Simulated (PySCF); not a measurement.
# GeSe (Germanium Selenide): the cost of one run

Programs: PySCF 2.14.0, with routines of our own; each step states its level. All values are computed. Atoms count from 0.

## 1. The starting structure

2 atoms, charge 0, multiplicity 1; geometry from: GFN2-xTB.

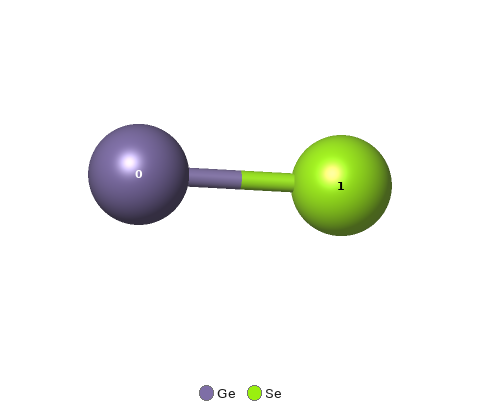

The starting geometry (germanium purple, selenium green).

## 2. Geometry optimisation at PBE0-D3(BJ)/def2-SVP

Job settings and geometry (Å):

```
{"job": {"xc": "PBE0", "basis": "def2-SVP", "d3": "d3bj", "grid": 1, "maxiter": 30, "shake": 0.01, "kind": "geom"}, "charge": 0, "multiplicity": 1}
Ge     1.098190    -0.028950     0.001940
Se    -1.080700     0.000130    -0.014060
```

The run is started by

```console
OMP_NUM_THREADS=1 python heavy_run.py task.json out
```

One launch serves the whole session: the jobs run in the order shown.

**Question.** How long does this first job take on 1 thread of Arm Neoverse V1, shared host, and how much memory does it need?

About 7.3 s, with a peak of 0.29 GiB.
